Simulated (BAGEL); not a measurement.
**A workflow on C2H3In (SMILES C#[C][InH2])**

Wanted: a single-point energy (HF/ANO-RCC-VDZP), then a single-point energy (NEVPT2(2,2)/ANO-RCC-VDZP) of C2H3In. 

Program for the calculation: BAGEL 1.2.2.

2 further runs of the same task are left out: 2 set aside as unsound or not needed.

## (1) The structure to begin with

The species is C2H3In (6 atoms), meant as a singlet with charge 0. SMILES: `C#[C][InH2]`. One bond was lengthened or shortened from a relaxed shape.

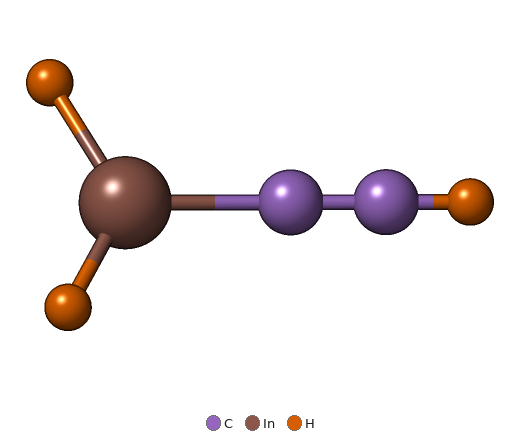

Viewed from a chosen angle; carbon purple, indium brown, hydrogen orange.

## (2) A single-point energy at HF/ANO-RCC-VDZP (DKH2, density fitting with AutoAux) (run 1)

Input file job.json:

```json
{ "bagel": [

{
  "title": "molecule",
  "basis": "ano-rcc-vdzp.json",
  "df_basis": "ano-rcc-vdzp-autoaux.json",
  "dkh": true,
  "geometry": [
    { "atom": "C", "xyz": [    -0.50612157,    -3.84677374,     0.44181608 ] },
    { "atom": "C", "xyz": [    -0.28653539,    -1.57040965,     0.42443060 ] },
    { "atom": "In", "xyz": [     0.09575620,     2.37401569,     0.39325012 ] },
    { "atom": "H", "xyz": [    -0.69962952,    -5.85290700,     0.45731183 ] },
    { "atom": "H", "xyz": [     1.27273054,     3.93346493,    -2.77562973 ] },
    { "atom": "H", "xyz": [    -0.64369363,     3.94551193,     3.12503820 ] }
  ]
},

{ "title": "hf" },

{ "title": "print", "file": "orbitals.molden", "orbitals": true }

]}
```

The basis set ANO-RCC-VDZP is read from a file made from the Basis Set Exchange's data (not shown).

The run is started by

```
BAGEL_NUM_THREADS=1 BAGEL job.json > job.out
```

The log of the run:

```text
* using 1 threads per process

  ===============================================================
  ===============================================================

  *** Geometry ***

  { "atom" : "C", "xyz" : [     -0.506122,     -3.846774,      0.441816 ] },
  { "atom" : "C", "xyz" : [     -0.286535,     -1.570410,      0.424431 ] },
  { "atom" : "In", "xyz" : [      0.095756,      2.374016,      0.393250 ] },
  { "atom" : "H", "xyz" : [     -0.699630,     -5.852907,      0.457312 ] },
  { "atom" : "H", "xyz" : [      1.272731,      3.933465,     -2.775630 ] },
  { "atom" : "H", "xyz" : [     -0.643694,      3.945512,      3.125038 ] },

  Number of auxiliary basis functions:      986

  Since a DF basis is specified, we compute 2- and 3-index integrals:
    o Being stored without compression. Storage requirement is 0.058 GB

  Number of basis functions:       86
  Number of electrons      :       64

    * METHOD: MOLECULE                             1.93

  *** RHF ***

  === Nuclear Repulsion ===
   179.2362431689

      * DIIS with orbital gradients will be used.

  === RHF iteration (ano-rcc-vdzp.json) ===
      0      -5954.39602065          0.01365148           0.35
      1      -5954.48672823          0.00575510           0.34
      2      -5954.50184465          0.00108383           0.35
      3      -5954.50272162          0.00031419           0.35
      4      -5954.50277014          0.00007680           0.35
      5      -5954.50277531          0.00003485           0.35
      6      -5954.50277623          0.00001755           0.35
      7      -5954.50277683          0.00000724           0.35
      8      -5954.50277700          0.00000296           0.35
      9      -5954.50277702          0.00000139           0.35
     10      -5954.50277702          0.00000044           0.35
     11      -5954.50277703          0.00000020           0.35
     12      -5954.50277702          0.00000005           0.35
     13      -5954.50277702          0.00000002           0.35
     14      -5954.50277702          0.00000001           0.35
    * SCF iteration converged.

    * Permanent dipole moment:
           (    0.073452,     0.022633,    -0.220074) a.u.

    * METHOD: HF                                   6.83

    * METHOD: PRINT                                0.01

  ===============================================================
```

It took 9 s on 1 thread of Arm Neoverse V2, shared host; peak memory 0.23 GiB.

## (3) The energy at NEVPT2(2,2)/ANO-RCC-VDZP (DKH2, density fitting with AutoAux) (run 2)

Input file calc.json:

```json
{ "bagel" : [

{
  "title" : "molecule",
  "basis" : "ano-rcc-vdzp.json",
  "df_basis" : "ano-rcc-vdzp-autoaux.json",
  "dkh" : "true",
  "geometry" : [
    { "atom" : "C", "xyz" : [    -0.50612157,    -3.84677374,     0.44181608 ] },
    { "atom" : "C", "xyz" : [    -0.28653539,    -1.57040965,     0.42443060 ] },
    { "atom" : "In", "xyz" : [     0.09575620,     2.37401569,     0.39325012 ] },
    { "atom" : "H", "xyz" : [    -0.69962952,    -5.85290700,     0.45731183 ] },
    { "atom" : "H", "xyz" : [     1.27273054,     3.93346493,    -2.77562973 ] },
    { "atom" : "H", "xyz" : [    -0.64369363,     3.94551193,     3.12503820 ] }
  ]
},

{
  "title" : "hf"
},

{
  "title" : "nevpt2",
  "nstate" : 1,
  "nact" : 2,
  "nclosed" : 31,
  "active" : [30, 37],
  "maxiter" : 200,
  "natocc" : "true",
  "ncore" : 20
},

{
  "title" : "print",
  "file" : "orbitals.molden",
  "orbitals" : "true"
}

]}
```

The basis set ANO-RCC-VDZP is read from a file made from the Basis Set Exchange's data (not shown).

The run is started by

```
BAGEL_NUM_THREADS=1 BAGEL calc.json > calc.out
```

The log of the run:

```text
* using 1 threads per process

  ===============================================================
  ===============================================================

  *** Geometry ***

  { "atom" : "C", "xyz" : [     -0.506122,     -3.846774,      0.441816 ] },
  { "atom" : "C", "xyz" : [     -0.286535,     -1.570410,      0.424431 ] },
  { "atom" : "In", "xyz" : [      0.095756,      2.374016,      0.393250 ] },
  { "atom" : "H", "xyz" : [     -0.699630,     -5.852907,      0.457312 ] },
  { "atom" : "H", "xyz" : [      1.272731,      3.933465,     -2.775630 ] },
  { "atom" : "H", "xyz" : [     -0.643694,      3.945512,      3.125038 ] },

  Number of auxiliary basis functions:      986

  Since a DF basis is specified, we compute 2- and 3-index integrals:
    o Being stored without compression. Storage requirement is 0.058 GB

  Number of basis functions:       86
  Number of electrons      :       64

    * METHOD: MOLECULE                             1.89

  *** RHF ***

  === Nuclear Repulsion ===
   179.2362431689

      * DIIS with orbital gradients will be used.

  === RHF iteration (ano-rcc-vdzp.json) ===
      0      -5954.39602065          0.01365148           0.35
      1      -5954.48672823          0.00575510           0.34
      2      -5954.50184465          0.00108383           0.35
      3      -5954.50272162          0.00031419           0.35
      4      -5954.50277014          0.00007680           0.34
      5      -5954.50277531          0.00003485           0.34
      6      -5954.50277623          0.00001755           0.34
      7      -5954.50277683          0.00000724           0.35
      8      -5954.50277700          0.00000296           0.34
      9      -5954.50277702          0.00000139           0.35
     10      -5954.50277702          0.00000044           0.35
     11      -5954.50277703          0.00000020           0.34
     12      -5954.50277702          0.00000005           0.34
     13      -5954.50277702          0.00000002           0.34
     14      -5954.50277702          0.00000001           0.35
    * SCF iteration converged.

    * Permanent dipole moment:
           (    0.073452,     0.022633,    -0.220074) a.u.

    * METHOD: HF                                   6.77

    * freezing 20 orbitals
  ---------------------------
      CASSCF calculation
  ---------------------------

    ==== Active orbitals : =====
         Orbital 30
         Orbital 37
    ============================

    * nstate   :      1
    * nclosed  :     31
    * nact     :      2
    * nvirt    :     53
  === CASSCF iteration (ano-rcc-vdzp.json) ===

    * Using the second-order algorithm

      0  0     -5954.50308816     6.39e-05      0.14

      1  0     -5954.50370254     1.17e-04      1.61

      2  0     -5954.50753871     4.69e-04      1.56

      3  0     -5954.52285370     8.88e-04      1.59

      4  0     -5954.52571922     2.51e-04      1.85

      5  0     -5954.52597836     4.96e-05      1.81

      6  0     -5954.52598119     3.89e-06      1.80

      7  0     -5954.52598120     6.18e-07      2.14

      8  0     -5954.52598120     2.29e-07      1.83

      9  0     -5954.52598120     1.03e-07      1.61

     10  0     -5954.52598121     4.64e-08      1.94

     11  0     -5954.52598121     2.13e-08      1.98

     12  0     -5954.52598121     1.02e-08      1.56

     13  0     -5954.52598121     4.59e-09      1.83

    * Second-order optimization converged. *

     guess   0:   closed 1.                   open ..

  === FCI iteration ===

      0  0     -5954.50217534     6.71e-02      0.00
      1  0     -5954.52598114     9.65e-05      0.00
      2  0 *   -5954.52598121     5.89e-16      0.00

     * ci vector, state   0, <S^2> = 0.0000
       2.     0.9846319179
       .2    -0.1746424529

  === DF-NEVPT2 calculation ===

    * 3-index integral transformation done
    * assembly done

      NEVPT2 correlation energy:   -0.7068170825      0.16

          (+0)     -0.5330841327
          (+0)'    -0.1087572753
          (+1)     -0.0088497697
          (+1)'    -0.0000088384
          (+2)     -0.0011821635
          (-1)     -0.0495990244
          (-1)'    -0.0000058223
          (-2)     -0.0053300563

      NEVPT2 total energy:       -5955.2327982925

    * METHOD: NEVPT2                              25.43

    * METHOD: PRINT                                0.01

  ===============================================================
```

Run time: 35 s. Hardware: 1 thread of Arm Neoverse V2, shared host; peak memory 0.25 GiB.

## (4) Outcome

| quantity | value |
| --- | --- |
| run 1, HF/ANO-RCC-VDZP: total energy | -5954.50278 Eh |
| run 1, HF/ANO-RCC-VDZP: dipole moment | 0.59 D |
| run 1, HF/ANO-RCC-VDZP: HOMO energy | -10.30 eV |
| run 1, HF/ANO-RCC-VDZP: LUMO energy | 0.57 eV |
| run 1, HF/ANO-RCC-VDZP: HOMO–LUMO gap | 10.87 eV |
| run 2, NEVPT2(2,2)/ANO-RCC-VDZP: total energy | -5955.23280 Eh |
